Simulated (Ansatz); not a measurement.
```xyz
10

Si   -0.9521    1.0013   -1.2345
H    -0.3304   -0.3159   -1.5073
H    -2.1245    0.8485   -0.3442
H     0.0389    1.9292   -0.6447
Cl   -1.5938    1.7883   -3.0217
H     0.5964   -2.3709    0.7950
Si    0.9973   -1.0546    1.3501
H    -0.1727   -0.1353    1.3215
H     2.0912   -0.4755    0.5313
H     1.4498   -1.2150    2.7544
```

The reactant side of a reaction path; geometry: PBE0-D4/def2-TZVP.

These are results of Ansatz 0.2.0, RKS PBE0-D4/def2-TZVPP, not measurements.

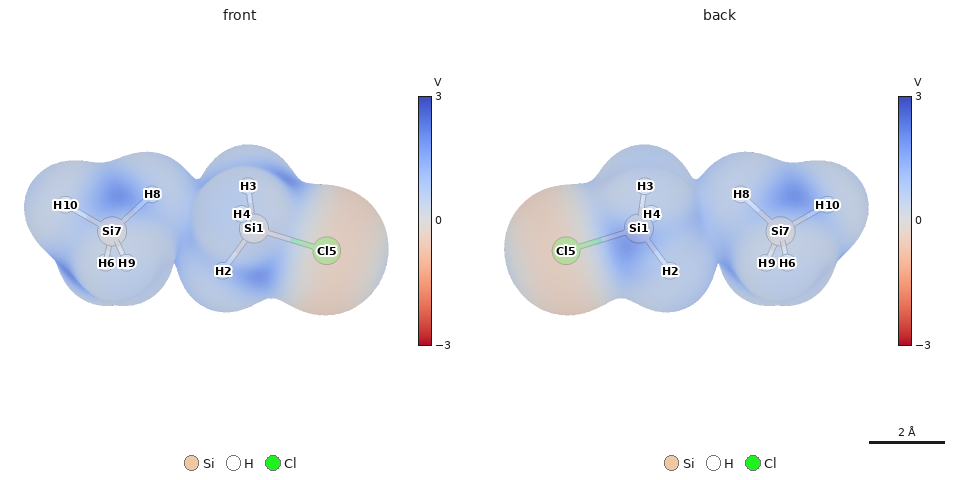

ClH₃Si···SiH₄. The electrostatic potential painted on the density surface at 0.004 e/bohr³, seen from the front and from behind; the colour scale runs from red (negative) to blue (positive).

**Which sites attract a positive test charge, and which a negative one?**

A positive charge is drawn to the negative regions and a negative charge to the positive ones. The most negative region (about −0.4 V) lies over Cl5, the most positive (about +2.0 V) over Si1 and Si7. Cl5 shows a σ-hole: about +0.3 V at the tip opposite its bond, against about −0.3 V on its flanks.
